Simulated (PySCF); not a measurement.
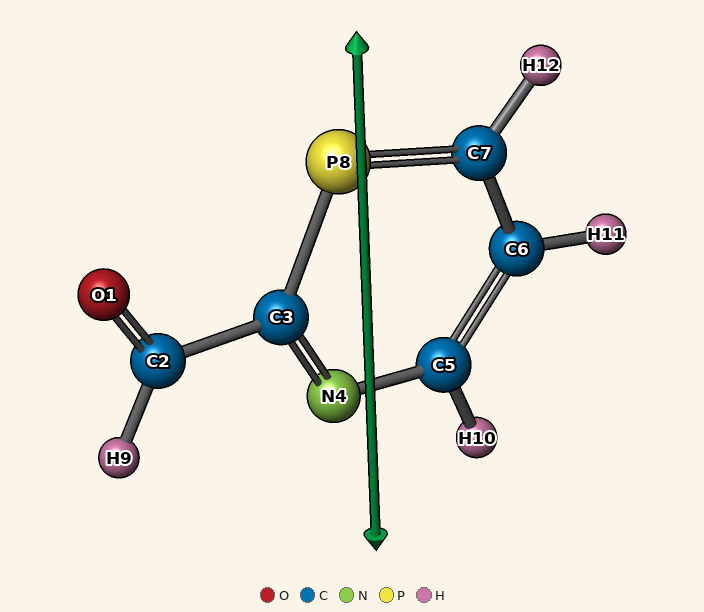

The double arrow shows the direction of the transition dipole to excited singlet state 5 (its length means nothing). Computed geometry: GFN2-xTB optimisation. No frequency run is at hand to confirm it as a minimum. Properties computed with TDDFT PBE0/def2-SVPD, vertical, gas phase, core orbitals frozen in the response (PySCF 2.14.0).

Question: How is the transition polarised?

Answer: In the molecular plane, at 75° to the long direction O1···C6.

Question: Give its energy, strength and character.

Answer: 4.78 eV (259 nm), oscillator strength 0.025, mainly HOMO−1 → LUMO+1 (weight 0.55); transition dipole 1.17 D.

The geometry is semi-empirical. Around P such bond lengths and angles can be off by a tenth of an ångström or more and by several degrees, and values that hang on the shape move with them.
